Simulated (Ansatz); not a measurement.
**CH₄BF₃: geometry relaxation (part 2 of 4)**

The same run, continued: CH₄BF₃ (disordered cell, 36 atoms in the cell); DFT PBE, scalar-relativistic, plane waves, PAW, no spin polarisation (Ansatz 0.2.0); cutoff 420 eV, 1×1×1 k-mesh, Fermi–Dirac smearing of 0.05 eV. It belongs to a series of runs on one base structure; here: start relaxed.

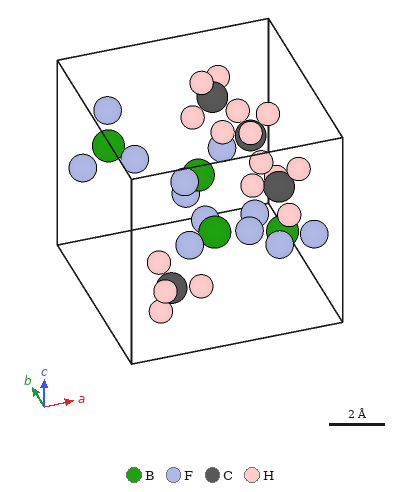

Fig. 1: The geometry at step 2 of the log (spheres-only view of the cell of the calculation, seen at an oblique angle).

Output, continued
```
relax step  13: F+E_penalty+E_count = -11598.46459418 eV  Δ(F+E_penalty+E_count) = -1.612e-2 eV  max|allowed force component| = 2.894e-1 eV/Å  Δτ_max = 0.1950 Å  (9 SCF iters, accepted)
NSCF: frozen V_eff on 1 k-points
the band table was solved once a step of the walk had ended and its energy, with any forces and stress, was formed, with the checks that follow a solve (591 applications of the Hamiltonian). They found nothing against the state; the energy, forces and stress were not computed again (output.eigenvalues in the input reference)
WARN: The input density's exchange-correlation potential varies sharply where the density is thin. Do not read a vacuum level from v_tot or v_xc, or from such a field of the output density. On a cell that repeats whose density bears no net charge and no dipole along the vacuum's axis use v_es (v_loc + v_h of the components); under efield.dipole_correction with no amplitude use v_es + v_field, which holds any external_charges[].barrier, or the levels of the report's work_function block, which leave it out; under a non-zero efield.amplitude the vacuum is tilted and has no level; on a cell that repeats and bears such a dipole with no correction it is tilted too, and efield.dipole_correction with no amplitude gives each side of its ramp a level where efield: is served; in a cell that repeats whose density bears a net charge (total_charge, or a fill off its count) it is curved and has none; of a slab under crystal.periodic whose density bears no net charge use v_es, which has a level on each side, short of where the two are joined; of another it falls or rises all the way out and has none; of a slab beside external_charges read slab_vacuum_level instead, which it has where they leave it neutral. The grid or the basis barely resolves most such structure, and the values can differ between equally converged runs; as a rule a tighter scf.convergence.dr2_threshold does not remove it. Where the density itself ripples (under the LDA too) a higher basis.ecutwfc lessens it. The files hold the spikes' plane waves up to the density's cutoff. Files: v_tot and the like, and their columns of v_z.tsv (output.write_potential); v_xc and the like, and their columns of v_comp_z.tsv (output.write_potential_components); where files of the output density stand in their place, no point of their own thin density is over the threshold below, and this is of outcome.potential() and, of a run that writes arrays (npy), the arrays of these names. Measured: with its Gaussian average of σ = 0.25 Å subtracted twice, the exchange-correlation potential is over 0.1 eV at 934 of the grid points where the equally averaged density (valence and model cores) is under 1e-3 e/Å³, and 1.91 eV at the most among them, at an averaged density of 5.3e-4 e/Å³. See output.write_potential in the manual, Limitations
Free energy (F): -11598.464594 eV
Harris-Foulkes:  -11598.464594 eV  (|F-HF|=2.30e-9)
Internal energy: -11598.464594 eV  (E = F + TS)
E sigma→0 (E₀):  -11598.464594 eV
Fermi energy:    -1.521120 eV
--- Per-component energies (eV) ---
  E_band       = -1482.586303
  E_kinetic    = 3250.075576
  E_local      = -13988.374745  (includes V_loc(G=0)·N_el)
  E_nonlocal   = 1062.290399
  E_hartree    = 5413.655676
  E_xc         = -1410.977192
  E_vxc        = -1787.477296  (∫ρ·V_xc dr)
  E_paw        = -3130.660702  (= ΣΔE_a)
  E_vpaw       = -846.416245  (= ΣTr[D̂ρ^β])
  E_aug_tail   = 0.002923  (compensation charges beyond the density's cutoff)
  E_ewald      = -2794.476529
  E_smearing   = -0.000000  (= −TS)
  E_closure    = -0.000000  (closes the sum)
  Σ components = -11598.464594   (vs F -11598.464594, Δ=0.00e0)
--- Forces (eV/Å), atoms counted from 1 ---
  atom   1  B     -0.12074237     0.02141400    -0.06525884
  atom   2  F      0.09231520    -0.00064372     0.02293208
  atom   3  F      0.02994867    -0.01581483     0.03083461
  atom   4  F     -0.00292774    -0.00753921     0.00317311
  atom   5  B     -0.07469010     0.01256584    -0.03388604
  atom   6  F     -0.02544829    -0.03075882     0.02574000
  atom   7  F     -0.00999960    -0.01460574     0.01541790
  atom   8  F      0.10559782     0.03014662     0.01489694
  atom   9  B      0.05158078     0.02354688    -0.07893829
  atom  10  F     -0.02032168    -0.01893152     0.03832540
  atom  11  F     -0.05324585    -0.01694042     0.02436734
  atom  12  F      0.04142352     0.03501383     0.01452112
  atom  13  B      0.04529552     0.04523925     0.18744432
  atom  14  F     -0.05242119     0.14214920     0.08843885
  atom  15  F      0.00998769    -0.28942827    -0.26149400
  atom  16  F     -0.03967902     0.09296364     0.00452765
  atom  17  C      0.03703123    -0.01635800     0.05660872
  atom  18  H      0.00534969    -0.08514251    -0.04025816
  atom  19  H     -0.10286415     0.05555558     0.00574536
[...]
  atom  20  H      0.00657555     0.00205438     0.00248153
  atom  21  H      0.06377111     0.06129874    -0.01907938
  atom  22  C      0.01490292    -0.00853000    -0.00128746
  atom  23  H     -0.00467502    -0.00835369    -0.00260908
  atom  24  H      0.01211406     0.01558754    -0.00671985
  atom  25  H     -0.00458773     0.00413044     0.01011468
  atom  26  H      0.00874409    -0.00607240     0.00005922
  atom  27  C     -0.01539862     0.00175037    -0.04561620
  atom  28  H      0.00380899     0.00381501    -0.02223522
  atom  29  H     -0.00998160    -0.06032085    -0.01252210
  atom  30  H      0.04817114     0.00929009     0.05797458
  atom  31  H     -0.03566854     0.04192201     0.01175835
  atom  32  C     -0.10907835     0.07461621    -0.22351821
  atom  33  H      0.01129893     0.26018514     0.23081726
  atom  34  H      0.00623765    -0.01463718    -0.01166679
  atom  35  H      0.26088819    -0.07577218    -0.14316177
  atom  36  H     -0.17333404    -0.26334617     0.12211769
  max |Σ_I F_I| component: 4.93e-5 eV/Å
--- Band table (eV) ---
  k-point 0: bands = ["-28.1263", "-28.0010", "-27.8765", "-27.7587", "-27.1793", "-27.1174", "-27.0698", "-27.0002", "-26.9294", "-26.8890", "-26.8081", "-26.7808", "-13.1243", "-13.0550", "-12.9576", "-12.9228", "-11.1546", "-11.0265", "-10.8723", "-10.7402", "-10.1843", "-10.0806", "-10.0553", "-9.9859", "-9.8955", "-9.8650", "-9.7598", "-9.7449", "-9.1112", "-8.9713", "-8.8230", "-8.7210", "-7.4544", "-7.3777", "-7.3024", "-7.2639", "-7.2263", "-7.1924", "-7.1782", "-7.1436", "-7.0525", "-7.0291", "-7.0016", "-6.9309", "-6.8985", "-6.8811", "-6.8236", "-6.7563", "-6.2769", "-6.1648", "-6.0371", "-5.9389", "-5.7114", "-5.6451", "-5.5664", "-5.4777", "-5.4558", "-5.4056", "-5.3586", "-5.2993", "-5.2911", "-5.2695", "-5.1605", "-5.1340", "2.0637", "3.2938", "3.3551", "3.5981", "3.7596", "3.9519", "4.3328", "4.5836", "4.8600", "5.0022", "5.1348", "5.4775", "5.7022", "5.7312", "5.9235", "6.1252", "6.3674", "6.4118", "6.6838", "6.8118", "7.0378", "7.0612", "7.2448", "7.2915", "7.6395", "7.9396", "8.0351", "8.1858", "8.3307", "8.4413", "8.5048", "8.6132", "8.7671", "8.9788", "9.0362", "9.3320"]
--- Relaxed structure (13 steps of the walk, 12 accepted, 0 SCFs on fresh bases) ---
  F+E_penalty+E_count = -11598.46459418 eV   max|allowed force component| = 2.894e-1 eV/Å
  atoms:
    - { symbol: B, position: [0.5479136932592429, 0.7368116028709918, 0.4163275624349059] }
    - { symbol: F, position: [0.6944886727548938, 0.7268514617790603, 0.4848569651983914] }
    - { symbol: F, position: [0.5281709540884559, 0.8135482648425421, 0.2743836877452069] }
    - { symbol: F, position: [0.4198662946394055, 0.6663457983639559, 0.48807098698454837] }
    - { symbol: B, position: [0.3710218075548716, 0.130636563673447, 0.5980079363478238] }
    - { symbol: F, position: [0.3985150890543601, 0.2902899263733132, 0.5957224512789594] }
    - { symbol: F, position: [0.4942397124851084, 0.027225397840615905, 0.5695348923137459] }
    - { symbol: F, position: [0.2227349097118211, 0.07178413253666313, 0.6287747023475397] }
    - { symbol: B, position: [1.0064361302518832, 0.6810171110300207, 0.1849495820421894] }
    - { symbol: F, position: [0.9555161162524655, 0.83510519962634, 0.19104188092772725] }
    - { symbol: F, position: [1.1655218357342991, 0.6476801369769372, 0.1795231928072533] }
    - { symbol: F, position: [0.8979312778584161, 0.5594859977113222, 0.18119902134233062] }
    - { symbol: B, position: [0.08532640448103619, 0.6742052904538115, 0.7056658799722288] }
    - { symbol: F, position: [0.13756103880260323, 0.5248639375022075, 0.7431708318546968] }
    - { symbol: F, position: [0.06397830851360316, 0.7859260236586357, 0.8235438379008477] }
    - { symbol: F, position: [0.05407695244013781, 0.7115056913718614, 0.5508088772809149] }
    - { symbol: C, position: [0.22085183125118454, 0.1864745914419502, 0.1983165371662611] }
    - { symbol: H, position: [0.22904729194043066, 0.3023478808164006, 0.2667968548170977] }
    - { symbol: H, position: [0.3403448374846531, 0.12361879834391074, 0.1986597758571631] }
    - { symbol: H, position: [0.18596590761492432, 0.21353302612523659, 0.07121792014437538] }
    - { symbol: H, position: [0.12714584938074305, 0.10672245403628865, 0.2531832543644759] }
    - { symbol: C, position: [0.6827264786507945, 0.13203000533750126, 0.992811372393895] }
    - { symbol: H, position: [0.7696206245635615, 0.21523410648790833, 1.0530790091657654] }
    - { symbol: H, position: [0.6567576039012697, 0.027983021575588282, 1.0738062060164462] }
    - { symbol: H, position: [0.7364980306914483, 0.08728097360057317, 0.8778840948619993] }
    - { symbol: H, position: [0.5688943303906573, 0.1989647178130008, 0.9668814230102876] }
    - { symbol: C, position: [0.5754488262631803, 0.5973491954330828, 0.9007599881304803] }
    - { symbol: H, position: [0.5152317691590025, 0.5654281320580937, 1.0167100448737671] }
    - { symbol: H, position: [0.6121116928511005, 0.7268698471036051, 0.9039229661603091] }
    - { symbol: H, position: [0.49000698717820246, 0.5766584239876451, 0.7987891890726252] }
    - { symbol: H, position: [0.6837944598109277, 0.5191993175673968, 0.8840115921634364] }
    - { symbol: C, position: [0.8487671488518373, 0.29016322709348996, 0.5431987971421199] }
    - { symbol: H, position: [0.8329993367476491, 0.1897927690764904, 0.4530266768936862] }
    - { symbol: H, position: [0.9241655792265384, 0.246748886066241, 0.645655124695326] }
    - { symbol: H, position: [0.7278411480264989, 0.3296618254519808, 0.589981284029943] }
    - { symbol: H, position: [0.910847568132793, 0.3947035639718894, 0.4830300002612307] }
```

Trajectory as extended XYZ (Å, eV, eV/Å), 13 frames, from step=1 to step=13
```
36
Lattice="8.1433 0.0000 0.0000 0.0000 8.1433 0.0000 0.0000 0.0000 8.1433" Properties=species:S:1:pos:R:3:forces:R:3 step=1 energy=-11596.39677
B     4.4274    5.4576    3.8625    0.3567  -0.1251   0.1602
F     5.4818    5.8282    4.5682   -0.0043  -0.2404  -0.1158
F     4.1981    6.0034    2.6807   -0.1139   0.1103  -0.1473
F     3.6024    4.5412    4.3386    0.5434   0.1521  -0.5556
B     3.3985    0.5362    4.6084    0.0727   0.5398  -0.0200
F     3.4661    1.7914    4.2000    0.3212  -0.1370   0.7245
F     4.5069   -0.1323    4.8763   -0.1610   0.2743   0.0738
F     2.2225   -0.0506    4.7491   -0.0147  -0.1060   0.0155
B     7.5863    5.1491    0.7038    0.0584   0.0000   0.2169
F     6.8721    6.2428    0.9057    0.3641   0.2862   0.2903
F     8.8284    5.2431    0.2616   -0.2887  -0.5525   0.7337
F     7.0585    3.9614    0.9440    0.4793  -0.0115   0.3813
B     1.1107    5.6264    5.7238    0.1583   0.0895   0.1632
F     1.7935    4.4950    5.6960   -0.7334  -0.0404   0.4684
F     1.3466    6.5176    6.6709    0.2132   0.4035  -0.6847
F     0.1919    5.8665    4.8044   -0.0057   0.1311  -0.0865
C     2.0825    1.4173    2.0437   -0.2603   0.0340  -0.4358
H     1.9105    2.3368    2.6026   -0.0486   0.0806  -0.0181
H     3.1501    1.1999    2.0218    0.0656   0.0285  -0.2073
H     1.7154    1.5375    1.0248   -0.0695  -0.0544  -0.2021
H     1.5542    0.5951    2.5255   -0.1710  -0.0809  -0.0179
C     5.1596    1.7050    7.8909   -0.2233  -0.6683   0.0912
H     6.0405    2.2117    8.2842   -0.0066  -0.1869   0.0569
H     4.8464    0.9277    8.5874    0.0232  -0.2520   0.0660
H     5.3992    1.2548    6.9280    0.0886  -0.1377  -0.1491
H     4.3523    2.4258    7.7641   -0.0786  -0.4425   0.0736
C     4.8210    4.5929    7.7185    0.0688   0.5673  -0.5281
H     4.2491    4.3783    8.6209   -0.0124  -0.0207   0.1431
H     5.4241    5.4869    7.8748   -0.4509   0.1219  -0.1793
H     4.1376    4.7567    6.8857   -0.1214   0.0185  -0.0625
H     5.4732    3.7497    7.4928   -0.1917   0.6737  -0.1786
C     6.7742    3.1591    4.2833    0.0121  -0.0639  -0.1520
H     6.9343    2.5040    3.4275    0.0392  -0.1635  -0.1089
H     7.4196    2.8483    5.1044    0.1124  -0.0696   0.1334
H     5.7325    3.0986    4.5972   -0.0968  -0.0863   0.0711
H     7.0105    4.1856    4.0042    0.0749  -0.0702  -0.0136
36
Lattice="8.1433 0.0000 0.0000 0.0000 8.1433 0.0000 0.0000 0.0000 8.1433" Properties=species:S:1:pos:R:3:forces:R:3 step=2 energy=-11597.28938
B     4.4867    5.4367    3.8132   -0.0414   0.3996   0.1851
F     5.5279    5.8047    4.5361    0.0827  -0.1846  -0.1773
F     4.2183    6.0483    2.6674    0.0626  -0.0711  -0.0680
F     3.6430    4.5369    4.2822    0.1914  -0.0420  -0.3060
B     3.4175    0.5866    4.6684   -0.0748   0.3959   0.0519
F     3.5027    1.8685    4.3609    0.0191  -0.1751   0.2806
F     4.5170   -0.0986    4.9216   -0.0157   0.0736   0.0337
F     2.2387   -0.0133    4.7442    0.1121   0.0732  -0.1078
B     7.6349    5.1461    0.8073    0.0255   0.0687   0.4663
F     6.9533    6.2625    1.0117    0.1681   0.0289   0.0698
F     8.8763    5.2046    0.3662    0.0176  -0.2245   0.1707
F     7.1092    3.9696    1.1029    0.0632   0.0025   0.0917
B     1.1000    5.6620    5.7211    0.1055  -0.0444   0.1293
F     1.6977    4.4791    5.7600   -0.4027   0.1275   0.1990
F     1.3901    6.5863    6.6207    0.0565   0.0530  -0.2356
F     0.1986    5.9146    4.7865    0.0518   0.0843  -0.0651
C     2.0439    1.4211    1.9755   -0.1020  -0.0088  -0.0626
H     1.8812    2.3419    2.5401   -0.0495   0.0623  -0.0441
H     3.1153    1.2085    1.9456    0.0414  -0.0077  -0.1006
H     1.6708    1.5321    0.9568   -0.0557  -0.0012  -0.1357
H     1.5193    0.6004    2.4717   -0.0811  -0.0224  -0.0661
C     5.1459    1.5683    7.9020    0.0303  -0.1554  -0.0001
H     6.0036    2.1113    8.3078   -0.0321  -0.0846   0.0313
H     4.8653    0.7694    8.5884    0.0357  -0.2192   0.0009
H     5.4122    1.1616    6.9228    0.0394  -0.1178   0.0170
H     4.3083    2.2569    7.7915   -0.0754  -0.0807   0.0225
C     4.7709    4.7048    7.6601   -0.1340   0.1078   0.0093
H     4.2547    4.4176    8.5860    0.0509   0.0892  -0.1237
H     5.3109    5.6361    7.8200   -0.2082   0.1911  -0.0875
H     4.0487    4.8171    6.8510   -0.0669   0.0385  -0.0006
H     5.4756    3.9182    7.4014    0.0110   0.0731  -0.1515
C     6.7872    3.1167    4.2749    0.0197  -0.0980  -0.0471
H     6.9444    2.4532    3.4218    0.0263  -0.1105  -0.0243
H     7.4344    2.8150    5.1023    0.0574  -0.0665   0.0417
H     5.7443    3.0631    4.5964    0.0009  -0.0732   0.0216
H     7.0296    4.1410    3.9898    0.0704  -0.0817  -0.0187
36
Lattice="8.1433 0.0000 0.0000 0.0000 8.1433 0.0000 0.0000 0.0000 8.1433" Properties=species:S:1:pos:R:3:forces:R:3 step=3 energy=-11597.71746
B     4.5403    5.5255    3.7528    0.0214   0.2574  -0.1638
F     5.6125    5.8383    4.4534    0.0382  -0.1047  -0.0977
F     4.3160    6.1029    2.5758    0.0129  -0.0728   0.1658
F     3.6573    4.6663    4.2301    0.0739   0.0395  -0.1573
B     3.3821    0.6614    4.6739   -0.0997   0.2404  -0.0648
F     3.4480    1.9538    4.4123   -0.0294  -0.1510   0.2120
F     4.4916   -0.0253    4.8897   -0.0150   0.0360   0.0248
F     2.2141    0.0352    4.7130    0.1137   0.1022  -0.0392
B     7.6061    5.1460    0.9951    0.0127   0.0450  -0.0739
F     6.9724    6.2928    1.1888    0.1907  -0.0874   0.1244
F     8.8259    5.1418    0.4793   -0.0886  -0.1213   0.2548
F     7.0272    3.9915    1.2840    0.0511   0.0911   0.1509
B     1.0883    5.6886    5.7673    0.0895  -0.0663  -0.0366
F     1.6575    4.4920    5.8105   -0.2845   0.1043   0.1531
F     1.3790    6.6022    6.6760    0.0362   0.0460  -0.0886
F     0.2265    5.9708    4.8020    0.0527   0.0198  -0.0061
C     1.9772    1.4393    1.8751   -0.0237  -0.0259   0.1074
H     1.8801    2.3924    2.4087   -0.0431  -0.0492  -0.0974
H     3.0362    1.1526    1.8555   -0.0740  -0.0076  -0.0638
H     1.6156    1.5399    0.8498   -0.0391   0.0153  -0.0898
H     1.3927    0.6706    2.3976    0.0233   0.0830  -0.1077
C     5.2076    1.4453    7.9212    0.1732  -0.0430  -0.0428
H     6.0236    2.0247    8.3715   -0.1176  -0.1029   0.0000
H     4.9486    0.6090    8.5746    0.0369  -0.1039  -0.0047
H     5.5392    1.0720    6.9440   -0.0348  -0.0285   0.1008
H     4.3365    2.0931    7.7955   -0.0221  -0.0310  -0.0034
C     4.7636    4.7867    7.5960   -0.2359  -0.0212   0.1752
H     4.2294    4.4989    8.5163    0.1166   0.0855  -0.2298
H     5.2632    5.7424    7.7578   -0.0981   0.1254  -0.0755
H     4.0529    4.8642    6.7707   -0.0038   0.0291   0.0226
H     5.4981    4.0166    7.3624    0.0336  -0.0103  -0.1018
C     6.8127    3.0021    4.3124    0.0211  -0.0788   0.0159
H     6.9659    2.2865    3.4971   -0.0104  -0.0092   0.0496
H     7.4369    2.7224    5.1682    0.0039  -0.0325  -0.0121
H     5.7607    3.0014    4.6184    0.0743  -0.0570  -0.0203
H     7.0930    4.0049    3.9793    0.0441  -0.1153   0.0198
36
Lattice="8.1433 0.0000 0.0000 0.0000 8.1433 0.0000 0.0000 0.0000 8.1433" Properties=species:S:1:pos:R:3:forces:R:3 step=4 energy=-11597.93091
B     4.5679    5.6142    3.6743    0.0190   0.3046  -0.2415
F     5.6820    5.8547    4.3424   -0.1299  -0.1303  -0.1322
F     4.3434    6.2136    2.5047    0.0306  -0.1415   0.2992
F     3.6448    4.8010    4.1655    0.0992   0.0908  -0.0823
B     3.3453    0.7390    4.6716   -0.1704   0.3359   0.1877
F     3.3976    2.0565    4.5295   -0.0646  -0.4393   0.0651
F     4.4592    0.0450    4.8561   -0.0191   0.0408  -0.0995
F     2.1832    0.0964    4.6816    0.1958   0.1950  -0.1101
B     7.5911    5.1397    1.0844    0.5002   0.1581   0.8668
F     7.0578    6.3296    1.3589    0.1326  -0.4421  -0.3403
F     8.8284    5.0630    0.5971   -0.5056  -0.0256  -0.0401
F     6.9870    4.0202    1.4695   -0.0585   0.2953  -0.3119
B     1.0892    5.7124    5.7882   -0.1339  -0.3165  -0.0664
F     1.5743    4.4758    5.8813   -0.1982   0.3573   0.0286
F     1.3847    6.6201    6.7009    0.0836   0.0188  -0.0366
F     0.2645    6.0213    4.7945    0.2100  -0.0426   0.0866
C     1.9175    1.4512    1.7865    0.0441  -0.0564   0.2913
H     1.8425    2.4156    2.3149   -0.0391  -0.1926  -0.1682
H     2.9742    1.1349    1.7756   -0.2297   0.0184  -0.0329
H     1.5691    1.5544    0.7554   -0.0254   0.0302  -0.0401
H     1.3034    0.6975    2.3105    0.1586   0.2118  -0.1873
C     5.2531    1.3634    7.9417    0.2849   0.0080  -0.0865
H     6.0543    1.9556    8.4158   -0.2297  -0.1845  -0.0566
H     4.9981    0.5085    8.5779    0.0574   0.0140  -0.0321
H     5.6161    1.0040    6.9636   -0.1282   0.0669   0.2461
H     4.3704    2.0003    7.8094    0.0657  -0.0825  -0.0225
C     4.7435    4.8325    7.5355   -0.2542  -0.0663   0.3378
H     4.2313    4.5290    8.4696    0.1854   0.1221  -0.3631
H     5.2044    5.8138    7.6860   -0.0724   0.0260  -0.0715
H     4.0119    4.8773    6.7223    0.0824   0.0233   0.0706
H     5.5038    4.0865    7.2911    0.0129   0.0099  -0.0660
C     6.8555    2.8827    4.3610    0.0154  -0.0377   0.0602
H     6.9979    2.1495    3.5537   -0.0410   0.0975   0.1430
H     7.4645    2.5948    5.2292   -0.0555  -0.0084  -0.0918
H     5.7973    2.9189    4.6588    0.1863  -0.0500  -0.0718
H     7.1693    3.8763    4.0173   -0.0087  -0.2082   0.0682
```
